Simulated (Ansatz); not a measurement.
The calculation's input:

```
crystal:
  periodic: [false, false, false]
  atoms:
    - symbol: C
      position_ang: [-3.264499, 1.642449, 1.697836]
    - symbol: B
      position_ang: [-2.008876, 1.033012, 0.924266]
    - symbol: Ga
      position_ang: [-0.266491, 0.187695, -0.149959]
    - symbol: H
      position_ang: [-3.015817, 2.606046, 2.172565]
    - symbol: H
      position_ang: [-3.616438, 0.963349, 2.491998]
    - symbol: H
      position_ang: [-4.111331, 1.819140, 1.014181]
    - symbol: H
      position_ang: [-2.215836, -0.081413, 0.349203]
    - symbol: H
      position_ang: [-1.544001, 1.758872, -0.009877]
    - symbol: H
      position_ang: [-0.988524, 0.801196, 1.645752]
basis:
  gaussian: {orbitals: def2-TZVPD}
hamiltonian: {xc: pbe0}
output: {forces: true, orbitals: {seedname: orbitals}}
```

Command:

```sh
ansatz run input.yaml --threads 2 --pin off --max-ram 4350MiB --events-out events.jsonl --progress --plain --runs-dir runs
```

Geometry: B3LYP-D3(BJ)/def2-SVP.

Level of theory: isolated molecule in a Gaussian basis; Kohn-Sham density functional theory, functional PBE0 in Ansatz.

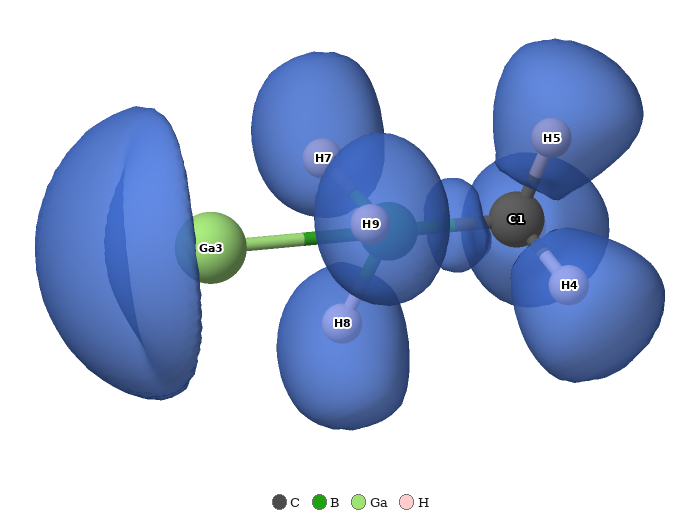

CH₆BGa. Isosurface of the ELF at 0.8 (blue), seen at a tilt. Core shells and regions of very low density are left out.

Q: Where are the electrons localised?

A: At this value the surface marks out one region between bonded B–C atoms (shared pairs), six regions around hydrogen nuclei and one lobe on Ga, pointing away from the bonds (lone pairs). Along the contacts the grid gives the following. C–B (1.60 Å): the ELF peaks at about 0.95 between the atoms: localised, covalent bonding. Ga–B (2.21 Å): the ELF is about 0.20 at the midpoint.
